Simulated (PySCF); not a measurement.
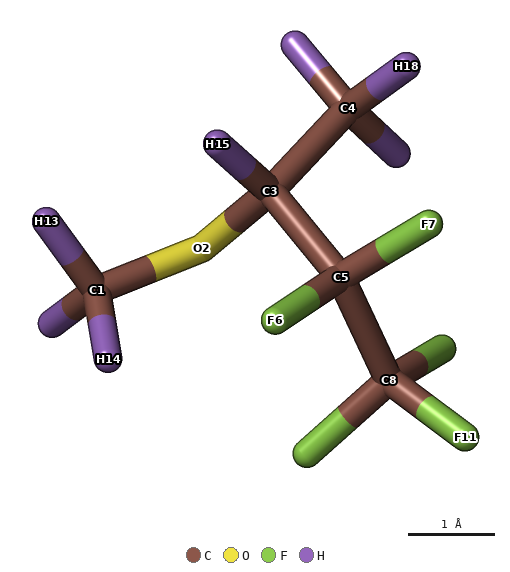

C$_{5}$H$_{7}$F$_{5}$O, before the relaxation. A stick model, seen at a tilt.

The start comes from GFN2-xTB.

These are results of PySCF, PBE0-D3(BJ)/def2-SVP geometry optimisation, gas phase, not measurements.

```xyz
18

C     1.7161   -1.3868   -0.4219
O     0.9090   -0.7150    0.5270
C     0.4862    0.5688    0.1690
C     0.2079    1.3632    1.4423
C    -0.7700    0.5078   -0.7429
F    -0.4097    0.2531   -2.0295
F    -1.4020    1.7045   -0.7795
C    -1.8123   -0.5715   -0.3504
F    -1.3757   -1.7950   -0.6394
F    -2.1080   -0.5407    0.9482
F    -2.9530   -0.3900   -1.0171
H     2.0267   -2.3085    0.0636
H     2.5966   -0.7874   -0.6758
H     1.1668   -1.6262   -1.3360
H     1.2549    1.0826   -0.4327
H    -0.4993    0.8305    2.0703
H     1.1401    1.4693    1.9892
H    -0.1830    2.3476    1.2040
```

Where does the relaxation end?

F10 moves most after the best rigid fit: 0.17 Å. Largest moves by element: F 0.17 Å, H 0.15 Å, O 0.04 Å, C 0.04 Å. Among the contacts that change: C3–C5 1.554 → 1.537 Å, C1–O2 1.415 → 1.403 Å, C3–C4 1.526 → 1.515 Å, C1–H13 1.095 → 1.106 Å. Among the angles between lasting bonds that change: C4–C3–C5 111.3° → 113.4°. After 4 geometry steps the energy has fallen by 0.057 eV. The run took about 4 core-minutes on a shared host.

History of the run:

```tsv
step	E − E(0), eV
0	0.0000
1	-0.0459
2	-0.0541
3	-0.0563
4	-0.0567
```

Final geometry:

```xyz
18

C     1.7148   -1.3690   -0.4400
O     0.9500   -0.6994    0.5270
C     0.4717    0.5646    0.1875
C     0.2062    1.3298    1.4673
C    -0.7528    0.4782   -0.7377
F    -0.3519    0.1470   -1.9876
F    -1.3478    1.6853   -0.8161
C    -1.8413   -0.5487   -0.3552
F    -1.4084   -1.7890   -0.5358
F    -2.2083   -0.4023    0.9150
F    -2.9117   -0.3657   -1.1199
H     2.1418   -2.2555    0.0479
H     2.5426   -0.7338   -0.8073
H     1.1145   -1.6973   -1.3041
H     1.2164    1.1149   -0.4254
H    -0.4747    0.7670    2.1183
H     1.1582    1.4647    1.9978
H    -0.2280    2.3153    1.2567
```

The end point in the same view:

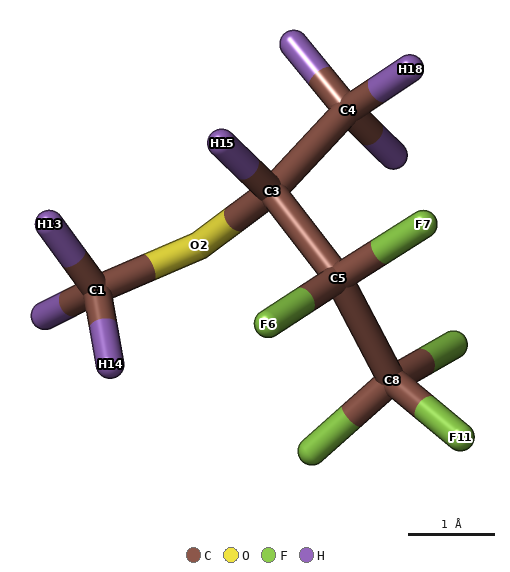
